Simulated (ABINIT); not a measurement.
# KMgH3 (Pm-3m): G0W0 in ABINIT against the screening cutoff in the self-energy, part 2 of 2

Aim: move the screening cutoff in the self-energy of a G0W0 run on KMgH3 (Pm-3m) over a wide range.

ABINIT 10.8.3; LDA and many-body steps on it, plane waves. Known limits of the many-body steps: not at the basis limit; coarse k mesh.

So far. Step 5 (2.3 Ha): The gap on the mesh goes from 2.05 eV to 4.09 eV, a correction of +2.04 eV. Step 6 (3.2 Ha): Against the run before, the gap moves by +0.053 eV.

## (7) 4.9 Ha

Level of this step: G0W0 on LDA, plane waves, norm-conserving pseudopotentials (ABINIT).

Input file run.abi:

```
acell 3*1.0 Angstrom
rprim 
  4.025000000000 0.000000000000 0.000000000000
  0.000000000000 4.025000000000 0.000000000000
  0.000000000000 0.000000000000 4.025000000000
ntypat 3
znucl 19 12 1
natom 5
typat 1 2 3 3 3
xred 
  0.000000000000 0.000000000000 0.000000000000
  0.500000000000 0.500000000000 0.500000000000
  0.000000000000 0.500000000000 0.500000000000
  0.500000000000 0.000000000000 0.500000000000
  0.500000000000 0.500000000000 0.000000000000
pp_dirpath "pseudos"
pseudos "K.upf, Mg.upf, H.upf"
ecut 38
ngkpt 2 2 2
nshiftk 1
shiftk 0 0 0
kptopt 1
chksymbreak 0
istwfk *1
occopt 1
irdwfk 1
optdriver 4
nband 116
gwcalctyp 0
ecutsigx 38
symsigma 1
nkptgw 3
kptgw 
  0.5000000000 0.0000000000 0.0000000000
  0.5000000000 0.5000000000 0.5000000000
  0.0000000000 0.0000000000 0.0000000000
bdgw 
  10 13
  9 15
  10 14
ecuteps 4.9
irdscr 1
ppmodel 1
indata_prefix "in"
outdata_prefix "out"
tmpdata_prefix "tmp"
```

Started as:

```
$ OMP_NUM_THREADS=1 mpirun -n 4 abinit run.abi > log
```

Log:

```text
.Version 10.8.3 of ABINIT. v10.8.2 released Aug 2026.

 Symmetries : space group Pm -3 m (#221); Bravais cP (primitive cubic)
[... echo of the input left out ...]
== DATASET  1 ==================================================================
-   mpi_nproc: 4, omp_nthreads: 1 (-1 if OMP is not activated)

--- !DatasetInfo
iteration_state: {dtset: 1, }
dimensions: {natom: 5, nkpt: 4, mband: 116, nsppol: 1, nspinor: 1, nspden: 1, mpw: 4950, }
cutoff_energies: {ecut:  38.0, pawecutdg:  -1.0, }
[...]
Band     E0 <VxcDFT>   SigX SigC(E0)      Z dSigC/dE  Sig(E)    E-E0       E
[...]
13   7.350  -9.313  -4.160  -3.853   0.811  -0.232  -8.258   1.055   8.405
       14   7.350  -9.313  -4.160  -3.853   0.811  -0.232  -8.258   1.055   8.405

== END DATASET(S) ==============================================================
================================================================================

 -outvars: echo values of variables after computation  --------
           etotal      0.0000000000E+00
            nband         116
             nkpt           4
          spgroup         221
 [... the other variables as echoed above ...]

 Calculation completed.
```

Wall time 10 s (4 MPI ranks of Arm Neoverse V1, shared host); peak memory 0.69 GiB; 40 s of CPU time.

This step gave:

| Property | Result |
| --- | --- |
| G0W0 gap on the points computed | 4.221 eV |
| starting gap on the mesh | 2.048 eV |
| k of the valence top | 0.5, 0, 0 |
| k of the conduction bottom | 0.5, 0.5, 0.5 |
| least direct G0W0 gap on the computed points | 6.395 eV |

Against the run before, the gap moves by +0.078 eV.

## (8) 6.5 Ha

run.abi, as its differences from that of step 7:

```diff
@@ -40,3 +40,3 @@
   10 14
-ecuteps 4.9
+ecuteps 6.5
 irdscr 1
```

Log:

```text
.Version 10.8.3 of ABINIT. v10.8.2 released Aug 2026.

 Symmetries : space group Pm -3 m (#221); Bravais cP (primitive cubic)
[... echo of the input left out ...]
== DATASET  1 ==================================================================
-   mpi_nproc: 4, omp_nthreads: 1 (-1 if OMP is not activated)

--- !DatasetInfo
iteration_state: {dtset: 1, }
dimensions: {natom: 5, nkpt: 4, mband: 116, nsppol: 1, nspinor: 1, nspden: 1, mpw: 4950, }
cutoff_energies: {ecut:  38.0, pawecutdg:  -1.0, }
[...]
Band     E0 <VxcDFT>   SigX SigC(E0)      Z dSigC/dE  Sig(E)    E-E0       E
[...]
13   7.350  -9.313  -4.160  -3.851   0.811  -0.233  -8.256   1.056   8.407
       14   7.350  -9.313  -4.160  -3.851   0.811  -0.233  -8.256   1.056   8.407

== END DATASET(S) ==============================================================
================================================================================

 -outvars: echo values of variables after computation  --------
           etotal      0.0000000000E+00
            nband         116
             nkpt           4
          spgroup         221
 [... the other variables as echoed above ...]

 Calculation completed.
```

It took 17 s on 4 MPI ranks; peak memory 0.76 GiB; 66 s of CPU time.

Numbers from this step:

```
G0W0 gap on the points computed              : 4.238 eV
starting gap on the mesh                     : 2.048 eV
k of the valence top                         : 0.5, 0, 0
k of the conduction bottom                   : 0.5, 0.5, 0.5
least direct G0W0 gap on the computed points : 6.405 eV
```

Against the run before, the gap moves by +0.017 eV.

## (9) Side by side

Times are wall times on 4 MPI ranks of Arm Neoverse V1, shared host, good to a factor of about two. A run's time includes the screening step that it read.

```csv
run,mesh,bands,screening cutoff (eV),DFT gap (eV),gap on the mesh (eV),direct (eV),ε∞ used,time
0.7 Ha,2×2×2,116,19,2.048,4.143,6.404,4.40,13 s
1.3 Ha,2×2×2,116,35.4,2.048,4.089,6.361,4.40,12 s
2.3 Ha,2×2×2,116,62.6,2.048,4.090,6.326,4.40,13 s
3.2 Ha,2×2×2,116,87.1,2.048,4.143,6.351,4.40,14 s
4.9 Ha,2×2×2,116,133.3,2.048,4.221,6.395,4.40,19 s
6.5 Ha,2×2×2,116,176.9,2.048,4.238,6.405,4.40,25 s
```

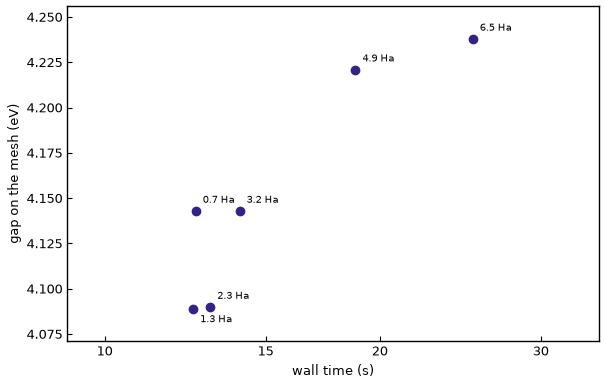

Result against wall time.

## (10) Summary of results

| Property | Result |
| --- | --- |
| 0.7 Ha | 4.143 eV |
| 1.3 Ha | 4.089 eV |
| 2.3 Ha | 4.090 eV |
| 3.2 Ha | 4.143 eV |
| 4.9 Ha | 4.221 eV |
| 6.5 Ha | 4.238 eV |
| known limits | not at the basis limit; coarse k mesh |

What this shows: The setting moved: screening cutoff in the self-energy. From 0.7 Ha to 6.5 Ha the gap moves by +0.09 eV, for 2.0 times the time, not steadily: it passes through 4.09 eV. The last step still moves it by +0.017 eV. Bands and screening cutoff are coupled, so a series along one setting does not show full convergence. Bands and cutoff are finite, so the gap is not at the basis limit. The miss can reach some tenths of an eV and take either sign; the mesh is an error of its own. In the G0W0 runs levels were corrected at 3 k points alone, so a gap called «on the mesh» is the least over those, and an edge elsewhere would be missed. The 2×2×2 mesh is coarse for this cell, which bears on the long-range parts of exchange and screening. This is the ideal cubic cell; many perovskites, halides above all, are cubic only on average, and local tilts or off-centring can widen the gap.

[Paths, hosts, dates, memory and timing lines, banners, echoed tables and standing remarks are left out of the program output.]

[Logs are printed without paths, hosts, clocks, repeated set-up lines and the standing remarks that a program may print on its own settings, such as how far it seeks lower states.]

[Runs of the session that timed out or met a known fault of the program may be left out.]

[Hosts, paths, dates, database ids (printed as entryN), source tags and the programs' standing remarks are cut or masked in the printed files.]

[G0W0 gaps are taken among the corrected bands and points alone; a level outside them can change the order at an edge.]

[Where Ansatz stands beside ABINIT at settings called matched, ABINIT's density can come from a denser mesh and the files from another edition; pairs whose starting gaps differed by over 0.03 eV were left out, so agreement reads better than it is.]
